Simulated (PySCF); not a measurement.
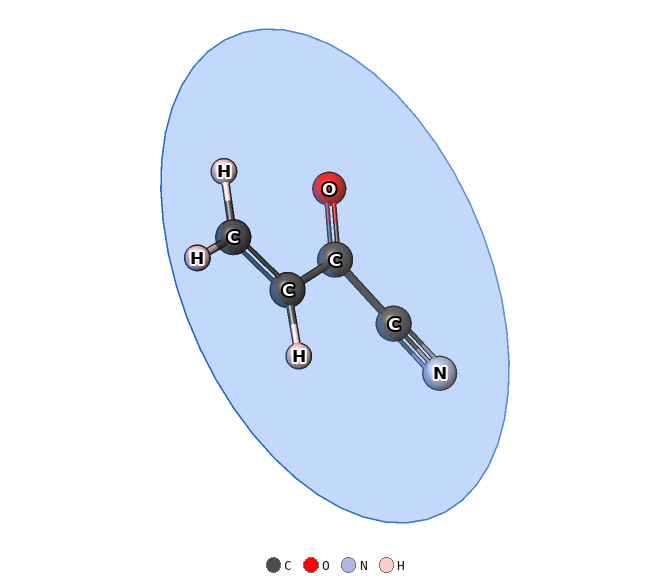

All proper rotation axes (lines) and mirror planes (discs) of the structure are drawn in. Atoms fade into the background with distance from the viewer. Computed geometry: PBE0-D3(BJ)/def2-SVP optimisation. No frequency run is at hand to confirm it as a minimum.

Q: Name the symmetry elements and the point group.

A: It has 1 mirror plane. Point group Cs. The group has 2 operations. The geometry is achiral, and symmetry allows a dipole moment.
